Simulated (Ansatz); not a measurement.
# Work function of Cu(100): what the settings cost and change, part 2 of 2

Aim: the work function of Cu(100) across levels of theory at one geometry.

Ansatz 0.2.0; plane-wave DFT, PBE, Ansatz PAW (the session's first sound run).

So far, work function, upper face (eV): step 2 (run, setting PBE, Ansatz PAW (420 eV)) 4.54; step 5 (RPBE) 4.37; step 6 (r2SCAN) 4.54; step 7 (PBE JTH) 4.54; step 8 (PBE norm-conserving) 4.54.

**9. Run**

This step: plane-wave DFT, LDA, norm-conserving (Ansatz 0.2.0).

input.yaml

```yaml
crystal:
  lattice:
    - [2.5526554801, 0.0, 0.0]
    - [0.0, 2.5526554801, 0.0]
    - [0.0, 0.0, 28.83]
  atoms:
    - { symbol: Cu, position: [0.0, 0.0, 0.3121748179] }
    - { symbol: Cu, position: [0.5, 0.5, 0.3747832119] }
    - { symbol: Cu, position: [0.0, 0.0, 0.437391606] }
    - { symbol: Cu, position: [0.5, 0.5, 0.5] }
    - { symbol: Cu, position: [0.0, 0.0, 0.562608394] }
    - { symbol: Cu, position: [0.5, 0.5, 0.6252167881] }
    - { symbol: Cu, position: [0.0, 0.0, 0.6878251821] }
kpoints:
  mp_grid: { grid: [16, 16, 1] }
hamiltonian:
  xc: lda
  pseudopotentials: { kind: nc }
scf:
  occupations: { method: fermi_dirac, width: 0.1 }
  convergence: { dr2_threshold: 1.0e-09 }
efield:
  axis: 3
  dipole_correction: true
  ramp_position: 0.97
  ramp_width: 0.06
output:
  write_potential: true
  write_density: true
  volumetric_format: npy
```

Command:

```console
$ ansatz run input.yaml --threads 4 --pin off --max-ram 6144MiB --backend cpu --events-out ev --progress --plain --runs-dir out
```

Numbers of over 12 decimals in the logs are rounded to 6 here.

Log:

```text
[...]
Crystal: 7 atoms, lattice volume = 187.858 Å³
Basis set: ecut = 1251.723767 eV, 19079 PW (Γ)
Bands: 80, of which v1, the nominal top of the filled ones, is band 67 counted from 1 (66 counted from 0)
Symmetry: 8 space group operations
k-points: 45 of 256
[...]
k-point 0: bands = [... 63 lower, 3.2306, 3.3135, 3.3135, 3.3233, 3.3245, 3.6095, 5.0774, 5.9493, ... 9 higher]
  k-point 1: bands = [... 63 lower, 3.1798, 3.2490, 3.2712, 3.3093, 3.3379, 3.8674, 5.2698, 6.1714, ... 9 higher]
  k-point 2: bands = [... 63 lower, 3.2176, 3.2230, 3.2745, 3.3061, 3.3284, 4.3345, 5.7488, 6.7408, ... 9 higher]
  k-point 44: bands = [... 63 lower, 6.5881, 6.5881, 7.6920, 7.6920, 9.1396, 9.1396, 10.8103, 10.8103, ... 9 higher]
[key lines of the parts left out:]
SCF converged after 9 iterations
Free energy (F): -36086.845940 eV
Fermi energy:    4.752057 eV
Dipole field:    D = 0.000000 V/Å  (p = 0.000000 e·Å, saw-weighted, corrected)
Work function:   Φ+ = 4.9175 eV   Φ− = 4.9175 eV
```

Elapsed: 3.2 min, on 4 threads of Arm Neoverse N1, shared host; peak memory 3.5 GiB; 13 min of CPU time.

The work function is 4.917 eV, +0.377 eV from the run “PBE, Ansatz PAW (420 eV)”, at 3.2 times its CPU time.

**10. Run, setting PBE, all layers relaxed**

This step: plane-wave DFT, PBE, Ansatz PAW (Ansatz 0.2.0).

input.yaml: that of step 9 with these lines changed.

```diff
@@ -16,4 +16,3 @@
 hamiltonian:
-  xc: lda
-  pseudopotentials: { kind: nc }
+  xc: pbe
 scf:
@@ -26,2 +25,5 @@
   ramp_width: 0.06
+relax:
+  f_tol: 0.01
+  max_steps: 40
 output:
```

Log:

```text
[...]
Crystal: 7 atoms, lattice volume = 187.858 Å³
Basis set: ecut = 420 eV, 3701 PW (Γ), exchange–correlation on 36×36×400 points (8 copies of the dense FFT grid, shifted against one another)
Bands: 80, of which v1, the nominal top of the filled ones, is band 67 counted from 1 (66 counted from 0)
Symmetry: 8 space group operations
k-points: 45 of 256
[...]
atoms:
    - { symbol: Cu, position: [-1.723601197587891e-18, 0.0, 0.311389] }
    - { symbol: Cu, position: [0.5, 0.5, 0.372875] }
    - { symbol: Cu, position: [-1.9128308462620354e-18, 0.0, 0.436520] }
    - { symbol: Cu, position: [0.5, 0.5, 0.500000] }
    - { symbol: Cu, position: [1.9128317093640775e-18, 0.0, 0.563480] }
    - { symbol: Cu, position: [0.5, 0.5, 0.627125] }
    - { symbol: Cu, position: [1.7235997141253373e-18, 0.0, 0.688611] }
[key lines of the parts left out:]
SCF converged after 11 iterations
Free energy (F): -46375.046649 eV
Fermi energy:    4.889869 eV
Dipole field:    D = -0.000000 V/Å  (p = -0.000000 e·Å, saw-weighted, corrected)
Work function:   Φ+ = 4.5237 eV   Φ− = 4.5237 eV
```

It took 2.3 min on 4 threads; peak memory 0.85 GiB.

The relaxation took 3 steps and lowered the energy by 0.0097 eV; the largest force on the free atoms ends at 0.0022 eV/Å.

The work function is 4.524 eV, -0.017 eV from the run “PBE, Ansatz PAW (420 eV)”, at 2.2 times its CPU time.

**11. Comparing the runs**

Times are for 4 threads of Arm Neoverse N1, shared host. Results by setting:

```csv
no.,setting,"work function, upper face (eV)",time,memory (GiB)
1,"PBE, Ansatz PAW (420 eV)",4.541,67 s,0.98
2,"LDA, Ansatz PAW (420 eV)",4.901,63 s,0.98
3,"PBEsol, Ansatz PAW (420 eV)",4.657,64 s,0.99
4,"RPBE, Ansatz PAW (420 eV)",4.365,65 s,0.99
5,"r2SCAN, Ansatz PAW (500 eV)",4.543,2.5 min,1.4
6,"PBE, JTH PAW (1350 eV)",4.542,4.8 min,4.3
7,"PBE, norm-conserving (1252 eV)",4.540,3.8 min,3.6
8,"LDA, norm-conserving (1252 eV)",4.917,3.2 min,3.5
9,"PBE, all layers relaxed",4.524,2.3 min,0.85
```

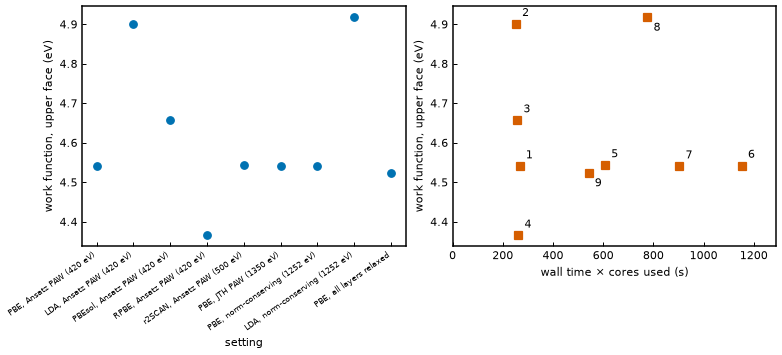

The series as plots; the last panel sets the first result against cost, with the runs numbered as in the table.

**12. A changed input**

This step: plane-wave DFT, PBE, Ansatz PAW, but for the change named below (Ansatz 0.2.0).

An input spoilt on purpose, to show how the run answers: it repeats the earlier run “PBE, Ansatz PAW (420 eV)” with magnetization.spin_polarized to many, and scf.max_iter set to 75; its output block differs too.

input.yaml: that of step 10 with these lines changed.

```diff
@@ -20,2 +20,3 @@
   convergence: { dr2_threshold: 1.0e-09 }
+  max_iter: 75
 efield:
@@ -25,5 +26,2 @@
   ramp_width: 0.06
-relax:
-  f_tol: 0.01
-  max_steps: 40
 output:
@@ -32 +30,3 @@
   volumetric_format: npy
+magnetization:
+  spin_polarized: many
```

Log:

```text
Error: YAML parse error: error: line 32 column 19: invalid boolean (strict mode expects true/false)
  --> <input>:32:19
   |
30 |   volumetric_format: npy
31 | magnetization:
32 |   spin_polarized: many
   |                   ^ invalid boolean (strict mode expects true/false)
```

Run time: 0.03 s. Hardware: 4 threads; peak memory 0.022 GiB.

The input was rejected at the start.

The program's message: “Error: YAML parse error: error: line 32 column 19: invalid boolean (strict mode expects true/false)”

The fault put into the input: a value of the wrong type.

**13. Outcome**

- work function, PBE, Ansatz PAW (420 eV): 4.541 eV
- work function, LDA, Ansatz PAW (420 eV): 4.901 eV
- work function, RPBE, Ansatz PAW (420 eV): 4.365 eV
- work function, r2SCAN, Ansatz PAW (500 eV): 4.543 eV
- work function, LDA, norm-conserving (1252 eV): 4.917 eV
- work function, PBE, all layers relaxed: 4.524 eV

**Reading.** PBE on the default files gives 4.54 eV, and the settings tried spread the value from 4.37 to 4.92 eV. At one geometry LDA lies 0.36 eV above PBE. The choice of pseudopotentials moves the PBE value by 0.002 eV. Relaxing the layers changes it by -0.017 eV. The ladder's slabs use the tabulated experimental lattice constant (two decimals; a low-temperature value for the alkali metals).

Comparison with the measured values:

| quantity | measured | PBE, Ansatz PAW (420 eV) | LDA, Ansatz PAW (420 eV) | PBEsol, Ansatz PAW (420 eV) | RPBE, Ansatz PAW (420 eV) | r2SCAN, Ansatz PAW (500 eV) | LDA, norm-conserving (1252 eV) | PBE, all layers relaxed |
| --- | --- | --- | --- | --- | --- | --- | --- | --- |
| work function (clean (100) face, a compiled value) (eV) | 4.73 | 4.54 (-0.19 eV) | 4.90 (+0.17 eV) | 4.66 (-0.07 eV) | 4.37 (-0.36 eV) | 4.54 (-0.19 eV) | 4.92 (+0.19 eV) | 4.52 (-0.21 eV) |

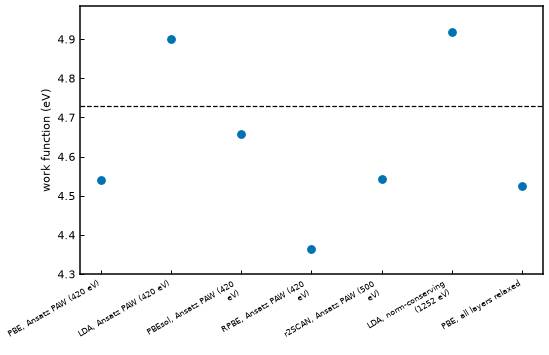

The work function by level; the dashed line is the measured value.

Measured values from arxiv:1902.07811 (2019).

How well it matches: For the work function, of the levels listed nearest comes PBEsol, Ansatz PAW (420 eV) (-0.07 eV, good agreement) and farthest RPBE, Ansatz PAW (420 eV) (-0.36 eV, a clear miss). The grades are ours: good and fair within 3 and 7 % for the work function.

[Logs are printed without paths, hosts, clocks, repeated set-up lines and the standing remarks that a program may print on its own settings, such as how far it seeks lower states.]

[Hosts, paths, dates, database ids (printed as entryN), source tags and the programs' standing remarks are cut or masked in the printed files.]

[Maps of the electrostatic potential energy from Ansatz leave out the sawtooth potential of an applied field or a dipole correction, so their vacuum need not be flat; planar profiles and work functions include it.]
